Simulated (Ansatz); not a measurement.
# Geometry relaxation of AlBSiAsH6F (part 2 of 3)

Continued. System: AlBSiAsH6F. Method: RKS B3LYP-D4/def2-SVP (Ansatz 0.2.0). It belongs to a series of runs on one base structure; here: end point B relaxed.

Geometry of the input (Å):
```
F  -1.6110  -1.6127  1.6582
B  -0.8110  -0.7701  0.7980
Si 1.0203  -1.2514  0.5359
Al -1.4858  0.9102  -0.1579
As -0.0890  2.2258  -1.5996
H  1.3306  -2.4976  1.3185
H  1.9362  -0.2028  0.9898
H  1.3127  -1.5521  -0.8809
H  -3.0855  1.3319  0.0813
H  1.0425  2.2353  -0.4787
H  0.4569  0.9543  -2.2667
```

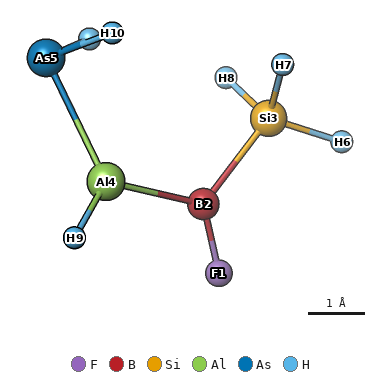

Figure 1. The geometry at step 13 of the log (ball-and-stick view, seen at a tilt; atoms are numbered from 1 in the order of the input).

### Trajectory as extended XYZ, continued
```
11
Properties=species:S:1:pos:R:3:forces:R:3 step=3 energy=-78795.18524
F    -1.6294   -1.5209    1.6057    0.2870   0.2807  -0.3296
B    -0.8075   -0.8083    0.8111   -0.4477  -0.2525   0.4222
Si    1.1250   -1.4215    0.6160    0.1460   0.0241  -0.1217
Al   -1.6104    0.9727   -0.1697    0.1490   0.1169  -0.1713
As   -0.1506    2.3499   -1.6486   -0.1156  -0.1384   0.0443
H     1.4802   -2.6541    1.3819    0.0177  -0.0039  -0.0017
H     2.0291   -0.3020    1.0380   -0.0192  -0.0317   0.0110
H     1.3911   -1.6534   -0.8422    0.0101  -0.0204   0.0441
H    -3.1050    1.4650    0.0057   -0.1340  -0.0094   0.0627
H     0.9106    2.3022   -0.5417    0.0753  -0.0135   0.0115
H     0.3839    1.0410   -2.2582    0.0315   0.0481   0.0285
11
Properties=species:S:1:pos:R:3:forces:R:3 step=4 energy=-78795.19412
F    -1.6511   -1.5251    1.5668   -0.0310  -0.0308   0.0764
B    -0.8222   -0.7896    0.8307    0.0110   0.0014  -0.1557
Si    1.1258   -1.4032    0.6075    0.0168   0.0639   0.0211
Al   -1.6234    0.9911   -0.1702    0.0943  -0.0443   0.0592
As   -0.1373    2.3216   -1.6427   -0.0218   0.0086  -0.0475
H     1.4901   -2.6345    1.3705    0.0166  -0.0234   0.0092
H     2.0325   -0.2880    1.0348   -0.0135  -0.0238  -0.0123
H     1.3951   -1.6452   -0.8476   -0.0248   0.0105   0.0250
H    -3.1308    1.4512    0.0430   -0.0323   0.0383  -0.0213
H     0.9346    2.2754   -0.5433   -0.0002  -0.0143   0.0152
H     0.4036    1.0170   -2.2515   -0.0150   0.0138   0.0308
11
Properties=species:S:1:pos:R:3:forces:R:3 step=5 energy=-78795.19618
F    -1.6427   -1.5116    1.5914    0.0105   0.0014  -0.0219
B    -0.8253   -0.8010    0.8147   -0.0066   0.0097   0.0458
Si    1.1254   -1.4062    0.6055   -0.0022  -0.0014  -0.0217
Al   -1.6196    0.9863   -0.1732    0.0071  -0.0327  -0.0045
As   -0.1410    2.3260   -1.6404    0.0094   0.0115  -0.0136
H     1.4933   -2.6379    1.3683    0.0066  -0.0064   0.0034
H     2.0291   -0.2906    1.0335   -0.0158  -0.0003  -0.0031
H     1.3935   -1.6464   -0.8488    0.0022   0.0034   0.0051
H    -3.1291    1.4544    0.0286    0.0016   0.0153  -0.0023
H     0.9299    2.2764   -0.5388   -0.0053   0.0030   0.0059
H     0.4033    1.0213   -2.2428   -0.0076  -0.0037   0.0070
11
Properties=species:S:1:pos:R:3:forces:R:3 step=6 energy=-78795.19647
F    -1.6445   -1.5185    1.5849    0.0063   0.0098  -0.0100
B    -0.8239   -0.8003    0.8189   -0.0108  -0.0154   0.0124
Si    1.1255   -1.4067    0.6071    0.0031   0.0025  -0.0058
Al   -1.6163    0.9854   -0.1722   -0.0006  -0.0017   0.0003
As   -0.1418    2.3272   -1.6428   -0.0005  -0.0039  -0.0054
H     1.4950   -2.6383    1.3698    0.0059  -0.0016   0.0005
H     2.0270   -0.2893    1.0341   -0.0052   0.0005  -0.0016
H     1.3928   -1.6463   -0.8473   -0.0011   0.0029   0.0020
H    -3.1242    1.4594    0.0290   -0.0008   0.0066   0.0007
H     0.9279    2.2778   -0.5400    0.0016   0.0011   0.0024
H     0.3993    1.0204   -2.2436    0.0021  -0.0007   0.0046
11
Properties=species:S:1:pos:R:3:forces:R:3 step=7 energy=-78795.19795
F    -1.6587   -1.5477    1.5426   -0.0132  -0.0155   0.0065
B    -0.8317   -0.8092    0.8048    0.0126  -0.0007   0.0037
Si    1.1251   -1.3982    0.6068    0.0020   0.0057  -0.0292
Al   -1.6166    0.9897   -0.1653    0.0337  -0.0040  -0.0210
As   -0.1447    2.2939   -1.6714   -0.0344   0.0144  -0.0075
H     1.5035   -2.6256    1.3708    0.0042  -0.0120   0.0054
H     2.0188   -0.2750    1.0331   -0.0081   0.0088   0.0023
H     1.3972   -1.6363   -0.8478   -0.0016  -0.0007   0.0144
H    -3.1014    1.5039    0.0792   -0.0352   0.0213   0.0162
H     0.8967    2.2970   -0.5416    0.0190   0.0095   0.0155
H     0.4287    0.9782   -2.2134    0.0210  -0.0268  -0.0064
11
Properties=species:S:1:pos:R:3:forces:R:3 step=8 energy=-78795.19831
F    -1.6601   -1.5530    1.5397   -0.0027   0.0021  -0.0018
B    -0.8325   -0.8103    0.8060   -0.0016  -0.0200  -0.0036
Si    1.1244   -1.3974    0.6061   -0.0009   0.0010  -0.0055
Al   -1.6156    0.9897   -0.1649    0.0002   0.0032  -0.0001
As   -0.1440    2.2918   -1.6725   -0.0110  -0.0018  -0.0059
H     1.5061   -2.6243    1.3704    0.0026  -0.0011   0.0013
H     2.0132   -0.2704    1.0325   -0.0001   0.0060   0.0011
H     1.3966   -1.6359   -0.8477   -0.0002   0.0006   0.0028
H    -3.1013    1.5080    0.0835   -0.0027   0.0106   0.0084
H     0.8986    2.2978   -0.5422    0.0034   0.0083   0.0024
H     0.4314    0.9748   -2.2130    0.0129  -0.0089   0.0010
11
Properties=species:S:1:pos:R:3:forces:R:3 step=9 energy=-78795.20166
F    -1.6852   -1.5953    1.4896   -0.0155  -0.0445   0.0275
B    -0.8467   -0.8322    0.7930   -0.0125   0.0493  -0.0567
Si    1.1183   -1.3869    0.6060    0.0272  -0.0007   0.0097
Al   -1.6140    0.9872   -0.1563    0.0483  -0.0080   0.0116
As   -0.1447    2.2522   -1.6987   -0.0077  -0.0199  -0.0238
H     1.5226   -2.6029    1.3766    0.0084   0.0020  -0.0060
H     1.9861   -0.2394    1.0229   -0.0101  -0.0056   0.0113
H     1.3961   -1.6214   -0.8471   -0.0034  -0.0161  -0.0005
H    -3.0667    1.5580    0.1510   -0.0259   0.0263   0.0101
H     0.8796    2.3185   -0.5532   -0.0101   0.0159   0.0125
H     0.4715    0.9329   -2.1860    0.0013   0.0013   0.0045
11
Properties=species:S:1:pos:R:3:forces:R:3 step=10 energy=-78795.20257
F    -1.6861   -1.6060    1.4831    0.0042  -0.0006  -0.0051
B    -0.8485   -0.8359    0.7908   -0.0217  -0.0006  -0.0289
Si    1.1185   -1.3879    0.6059    0.0155  -0.0122   0.0308
Al   -1.6103    0.9885   -0.1542   -0.0145   0.0126   0.0191
As   -0.1471    2.2507   -1.7036    0.0097  -0.0423  -0.0124
H     1.5302   -2.6009    1.3783   -0.0051   0.0106  -0.0042
H     1.9775   -0.2354    1.0264    0.0021  -0.0031  -0.0037
H     1.3972   -1.6295   -0.8453    0.0044   0.0001  -0.0110
H    -3.0616    1.5721    0.1572    0.0209   0.0023   0.0083
H     0.8746    2.3250   -0.5545   -0.0170   0.0124  -0.0065
H     0.4727    0.9300   -2.1862    0.0015   0.0208   0.0136
11
Properties=species:S:1:pos:R:3:forces:R:3 step=11 energy=-78795.21638
F    -1.7187   -1.6902    1.3525    0.1024   0.0882  -0.0892
B    -0.8657   -0.8629    0.7422   -0.0581  -0.1402   0.0767
Si    1.1218   -1.3876    0.6106   -0.0282   0.0214  -0.0067
Al   -1.6031    1.0020   -0.1267   -0.0757   0.0490  -0.0038
As   -0.1842    2.1835   -1.7700    0.0664  -0.0595   0.0105
H     1.5413   -2.5703    1.4232   -0.0242   0.0005   0.0118
H     1.9543   -0.2105    1.0164   -0.0028  -0.0060  -0.0110
H     1.4390   -1.6724   -0.8271   -0.0130   0.0186   0.0189
H    -2.9832    1.6960    0.2933    0.1000  -0.0399   0.0158
H     0.7819    2.4115   -0.5865   -0.0529   0.0112  -0.0600
H     0.5336    0.8719   -2.1299   -0.0138   0.0567   0.0369
11
Properties=species:S:1:pos:R:3:forces:R:3 step=12 energy=-78795.21911
F    -1.7201   -1.7085    1.3247    0.0538   0.0685  -0.0386
B    -0.8646   -0.8636    0.7465   -0.0263  -0.1083  -0.0334
Si    1.1218   -1.3843    0.6148   -0.0365   0.0203   0.0483
Al   -1.5966    1.0036   -0.1253   -0.0742   0.0309   0.0392
As   -0.1865    2.1802   -1.7794    0.0339  -0.0553   0.0021
H     1.5345   -2.5655    1.4336   -0.0062   0.0027  -0.0021
H     1.9549   -0.2068    1.0165    0.0096  -0.0061  -0.0139
H     1.4310   -1.6728   -0.8228   -0.0019   0.0101   0.0057
H    -2.9684    1.6991    0.3131    0.0817  -0.0177   0.0077
H     0.7754    2.4200   -0.5967   -0.0356   0.0160  -0.0403
H     0.5354    0.8693   -2.1271    0.0017   0.0389   0.0254
11
Properties=species:S:1:pos:R:3:forces:R:3 step=13 energy=-78795.24067
F    -1.7348   -1.7901    1.2062    0.0506   0.0563  -0.0303
B    -0.8697   -0.9044    0.7098   -0.1249   0.0124  -0.0848
Si    1.1197   -1.3950    0.6324    0.0329  -0.0661   0.0917
Al   -1.5768    0.9995   -0.1104   -0.0524   0.0643   0.0594
As   -0.2412    2.1335   -1.8563    0.0456  -0.1229   0.0741
H     1.5110   -2.5602    1.4857    0.0055   0.0135  -0.0110
H     1.9469   -0.2127    1.0268    0.0016   0.0184  -0.0102
H     1.4589   -1.7181   -0.7894    0.0023   0.0090  -0.0246
H    -2.8511    1.7990    0.4406    0.1002  -0.0578  -0.0010
H     0.6593    2.5571   -0.6727   -0.0631   0.0001  -0.0738
H     0.5948    0.8622   -2.0747    0.0017   0.0726   0.0105
11
Properties=species:S:1:pos:R:3:forces:R:3 step=14 energy=-78795.25455
F    -1.7544   -1.8579    1.0897    0.1655   0.1737  -0.0763
B    -0.8788   -0.9323    0.6787   -0.2560  -0.0798  -0.0373
Si    1.1158   -1.4079    0.6537    0.0090  -0.0786   0.0660
Al   -1.5599    1.0001   -0.0884   -0.0313   0.0600   0.1013
As   -0.2918    2.0672   -1.9276    0.3211  -0.1365   0.2994
H     1.4946   -2.5595    1.5317    0.0083   0.0252  -0.0181
H     1.9340   -0.2168    1.0356    0.0085   0.0245   0.0011
H     1.4701   -1.7534   -0.7601    0.0137   0.0013  -0.0102
H    -2.7370    1.8762    0.5745    0.1719  -0.1028  -0.0868
H     0.5363    2.6859   -0.7523   -0.2097  -0.1235  -0.2974
H     0.6880    0.8692   -2.0376   -0.2008   0.2365   0.0583
11
Properties=species:S:1:pos:R:3:forces:R:3 step=15 energy=-78795.26155
F    -1.7620   -1.8803    1.0341    0.1842   0.2175  -0.0819
B    -0.8740   -0.9487    0.6619   -0.2342  -0.1197  -0.0332
Si    1.1188   -1.4317    0.6690   -0.0024  -0.0635   0.0564
Al   -1.5219    0.9998   -0.0826   -0.1269   0.1485   0.0628
As   -0.3262    2.0645   -1.9669    0.3539  -0.2482   0.3924
H     1.4860   -2.5809    1.5543    0.0124   0.0221  -0.0187
H     1.9342   -0.2387    1.0526    0.0084   0.0177   0.0066
H     1.4844   -1.7785   -0.7419    0.0192  -0.0061  -0.0071
H    -2.6610    1.9015    0.6019    0.1210  -0.1041  -0.0210
H     0.4655    2.7884   -0.8271   -0.2012  -0.1659  -0.2953
H     0.6733    0.8754   -1.9575   -0.1344   0.3018  -0.0609
11
Properties=species:S:1:pos:R:3:forces:R:3 step=16 energy=-78795.29080
F    -1.7970   -1.8702    0.9602   -0.1297  -0.2014   0.0406
B    -0.8801   -0.9707    0.6262    0.1107   0.2106  -0.0514
Si    1.1093   -1.4668    0.6967    0.0255  -0.0491   0.0088
Al   -1.4685    1.0035   -0.0582   -0.0741  -0.0276   0.0123
As   -0.3920    2.0114   -2.0208    0.1312  -0.0559   0.0969
H     1.4659   -2.6240    1.5736   -0.0018  -0.0058  -0.0020
H     1.8941   -0.2709    1.1410   -0.0041  -0.0020  -0.0159
H     1.5408   -1.7820   -0.7049    0.0119   0.0135   0.0219
H    -2.5221    1.9136    0.7186    0.0327   0.0238  -0.0018
H     0.3321    2.8590   -0.9577   -0.0353   0.0833  -0.0610
H     0.7344    0.9677   -1.9767   -0.0669   0.0107  -0.0485
11
Properties=species:S:1:pos:R:3:forces:R:3 step=17 energy=-78795.30144
F    -1.8113   -1.9184    0.8759   -0.0532  -0.1535   0.0500
B    -0.8897   -0.9957    0.6172    0.0037   0.0824  -0.1168
Si    1.1024   -1.4898    0.7218    0.0433   0.0406   0.0094
Al   -1.4670    0.9890   -0.0359    0.0850   0.0914   0.1415
As   -0.4234    1.9724   -2.0273    0.2142   0.1382   0.1023
H     1.4562   -2.6484    1.5975   -0.0187  -0.0084   0.0003
H     1.8729   -0.2887    1.1818   -0.0118  -0.0278  -0.0067
H     1.5663   -1.7889   -0.6740   -0.0178   0.0036   0.0308
H    -2.4255    1.9519    0.8032    0.0059  -0.0338  -0.0439
H     0.2732    2.9941   -1.0854   -0.1496  -0.2239  -0.1966
H     0.7627    0.9933   -1.9771   -0.1009   0.0911   0.0297
11
Properties=species:S:1:pos:R:3:forces:R:3 step=18 energy=-78795.30940
F    -1.8250   -1.9379    0.8073   -0.0361  -0.1044  -0.0040
B    -0.8893   -1.0174    0.5929    0.0890   0.1129   0.0149
Si    1.1003   -1.5177    0.7470    0.0350   0.0238  -0.0506
Al   -1.4037    1.0047    0.0087   -0.0795   0.0575   0.0086
As   -0.4718    1.9504   -2.0577    0.2848   0.1921   0.2253
H     1.4350   -2.6862    1.6166   -0.0144  -0.0104   0.0037
H     1.8551   -0.3181    1.2432   -0.0341  -0.0502  -0.0158
H     1.6046   -1.7967   -0.6413   -0.0210   0.0118   0.0655
H    -2.3462    1.9732    0.8611    0.0556  -0.0376  -0.0100
H     0.1878    3.0744   -1.2015   -0.1655  -0.3057  -0.2419
H     0.7700    1.0422   -1.9783   -0.1137   0.1100   0.0044
11
Properties=species:S:1:pos:R:3:forces:R:3 step=19 energy=-78795.31755
F    -1.8083   -1.9451    0.7738   -0.0116  -0.0517  -0.0326
B    -0.8824   -1.0076    0.5771   -0.0120   0.0349   0.0886
Si    1.1014   -1.5153    0.7472    0.0600   0.0021  -0.0473
Al   -1.4122    1.0150    0.0221    0.0073   0.0332  -0.0459
As   -0.4795    1.9256   -2.0601    0.0982   0.1495   0.1155
H     1.4095   -2.6937    1.6132   -0.0211  -0.0094   0.0073
H     1.8659   -0.3325    1.2593   -0.0157  -0.0060   0.0033
H     1.6224   -1.7935   -0.6324   -0.0111   0.0022   0.0226
H    -2.3197    1.9996    0.8843    0.0094  -0.0184   0.0191
H     0.1509    3.0757   -1.2402   -0.0806  -0.1716  -0.1397
H     0.7689    1.0426   -1.9465   -0.0228   0.0352   0.0091
11
Properties=species:S:1:pos:R:3:forces:R:3 step=20 energy=-78795.32124
F    -1.7934   -1.9746    0.6305    0.2133   0.2619   0.0342
B    -0.8721   -0.9992    0.5818   -0.1974  -0.2676  -0.1640
Si    1.1040   -1.5266    0.7748    0.0547  -0.0101   0.0807
Al   -1.3791    1.0361    0.0633   -0.0235   0.0354   0.0091
As   -0.5364    1.8898   -2.0875    0.0828   0.0540   0.1111
H     1.3604   -2.7283    1.6282    0.0027   0.0088  -0.0132
H     1.8698   -0.3673    1.3362    0.0000  -0.0136  -0.0039
H     1.6623   -1.7885   -0.5934   -0.0409   0.0074   0.0217
H    -2.2195    2.0331    0.9750    0.0008   0.0095   0.0109
H     0.0663    3.1180   -1.3828   -0.0706  -0.0881  -0.0540
H     0.7546    1.0783   -1.9281   -0.0219   0.0024  -0.0328
11
Properties=species:S:1:pos:R:3:forces:R:3 step=21 energy=-78795.32584
F    -1.7908   -1.9686    0.6444    0.1227   0.1372  -0.0251
B    -0.8667   -1.0040    0.5576   -0.1384  -0.1415   0.0286
Si    1.1066   -1.5323    0.7813    0.0279  -0.0116   0.0069
Al   -1.3792    1.0351    0.0594    0.0242   0.0237  -0.0450
As   -0.5399    1.8973   -2.0873    0.0293  -0.0005   0.0411
H     1.3516   -2.7368    1.6339   -0.0016   0.0139  -0.0106
H     1.8712   -0.3751    1.3487   -0.0063  -0.0139  -0.0050
H     1.6671   -1.7942   -0.5854   -0.0037   0.0032   0.0208
H    -2.2102    2.0279    0.9842   -0.0035  -0.0009   0.0138
H     0.0512    3.1314   -1.3953   -0.0190  -0.0327  -0.0150
H     0.7561    1.0901   -1.9435   -0.0315   0.0231  -0.0105
11
Properties=species:S:1:pos:R:3:forces:R:3 step=22 energy=-78795.32695
F    -1.7902   -1.9648    0.6243    0.0693   0.0694  -0.0173
B    -0.8638   -1.0041    0.5531   -0.0724  -0.0559   0.0290
Si    1.1078   -1.5365    0.7919    0.0092  -0.0157  -0.0013
Al   -1.3693    1.0401    0.0618    0.0186  -0.0209  -0.0322
As   -0.5518    1.8976   -2.0933    0.0079   0.0005   0.0235
H     1.3454   -2.7457    1.6394    0.0004   0.0096  -0.0044
H     1.8728   -0.3841    1.3680   -0.0094  -0.0108  -0.0035
H     1.6741   -1.7943   -0.5728    0.0039   0.0023   0.0141
H    -2.1931    2.0280    0.9990    0.0038   0.0060   0.0011
H     0.0328    3.1343   -1.4040    0.0050  -0.0086  -0.0153
H     0.7522    1.1002   -1.9696   -0.0361   0.0241   0.0065
```
